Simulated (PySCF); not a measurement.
# Sn³⁺: ionisation energy in ANO-RCC-VTZP

Each state of tin is computed at each level; their differences give the ionisation energy. How far do the methods differ?

Method: unrestricted determinants in a Gaussian basis, no spin-orbit coupling in the energies. Code: PySCF 2.14.0.

## (1) The atom as given

| Property | Result |
| --- | --- |
| Element | tin (Z = 50) |
| Basis | ANO-RCC-VTZP (7s6p4d2f1g, 68 functions) |
| Hamiltonian | the spin-free X2C one-electron Hamiltonian (Gaussian nucleus) |
| State 1 | Sn³⁺: [Kr] 4d10 5s1, 2S determinant |
| Needed too, but not shown | Sn²⁺ [Kr] 4d10 5s2 (1S) |
| Methods | CCSD(T) |
| Core shells frozen in the correlated runs | valence and next inner shell: [Ar] 3d10 (for Sn³⁺) |

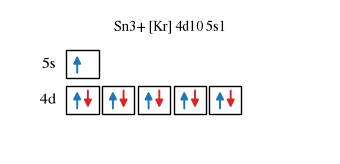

Outer shells as boxes.

One driver process ran all states and methods and kept the integrals in memory. Each run is shown as a PySCF script that sums up its settings (the driver passes frozen orbitals as a list and adds second-order terms of double hybrids); the logs are those of the runs themselves. The driver starts from symmetry-adapted Hartree-Fock orbitals, holds the occupation by maximum overlap and uses a logarithmic radial grid for functionals, so a plain start would take other cycles.

The integrals over 68 functions and the set-up took 6 s of CPU time.

## (2) Sn³⁺: CCSD(T) (valence and next inner shell)

**CCSD(T) (valence and next inner shell)**

input.py reads:

```python
from pyscf import gto, scf, dft, mp, cc
import basis_set_exchange as bse
mol = gto.M(atom="Sn 0 0 0", charge=3, spin=1, symmetry="D2h",
            basis=gto.basis.parse(bse.get_basis("ANO-RCC-VTZP", elements=["Sn"], fmt="nwchem")),
            nucmod="G")
mf = scf.UHF(mol).sfx2c1e()
mf.irrep_nelec = {'Ag': (9, 8), 'B1g': (2, 2), 'B2g': (2, 2), 'B3g': (2, 2), 'B1u': (3, 3), 'B2u': (3, 3), 'B3u': (3, 3)}
mf.kernel()
mycc = cc.CCSD(mf, frozen=14).run()
mycc.ccsd_t()
```

**Question.** What will these runs give?

As calculated:

| quantity | value |
| --- | --- |
| ionisation energy, Sn²⁺ | UHF 28.535, CCSD(T) (valence and next inner shell) 30.335 eV; reference 30.506 |

Accuracy by level (over 1 difference):

```tsv
method	mean absolute miss against the measured value (with the measured fine structure taken into account where it is known) (eV)
UHF	1.971
MP2 (valence and next inner shell)	0.010
SCS-MP2 (valence and next inner shell)	0.115
CCSD (valence and next inner shell)	0.289
CCSD(T) (valence and next inner shell)	0.171
```

**Reading.** MP2 (valence and next inner shell) lands nearest to the measured value (off by 0.01 eV); UHF misses by most (1.97 eV). In a finite basis a lower level can come nearest by cancelling errors. Hartree-Fock falls short because the species with more electrons holds more correlation energy, which it lacks. All values hold for this basis alone; no basis-set limit was taken.
